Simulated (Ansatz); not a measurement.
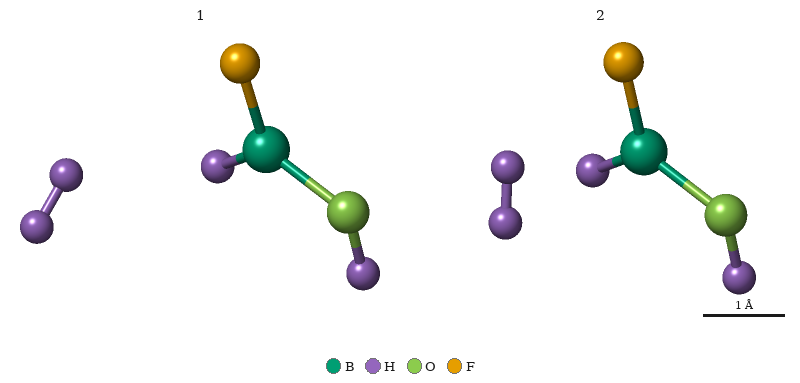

Two geometries of BH4OF, drawn at one scale. One is the start of a relaxation, the other its converged end. A ball-and-stick model, seen at a tilt.

Computed with RKS BLYP-D4/def2-mTZVP in Ansatz 0.2.0. Set-up: no spin polarisation; force threshold 0.03 eV/Å; at most 50 steps.

Q: Which geometry has the lower energy?

A: Structure 1 is the relaxed one. The run prepares an end point of a later path (reaction) calculation, from a guessed geometry. The atom that moves furthest after the best rigid fit is an H atom (1.08 Å). Largest moves by element: H 1.08 Å, B 0.36 Å, O 0.35 Å, F 0.27 Å. Some distances before and after: H–H 0.708 → 0.747 Å, B–F 1.335 → 1.344 Å. After 18 accepted moves (22 points after the start) the energy has fallen by 0.217 eV. The largest force component goes from 1.5 to 0.023 eV/Å. The line search rejected the trial steps at points 2, 10, 15, 19 of the run. The forces were under the threshold at step 6, but the run went on from there.
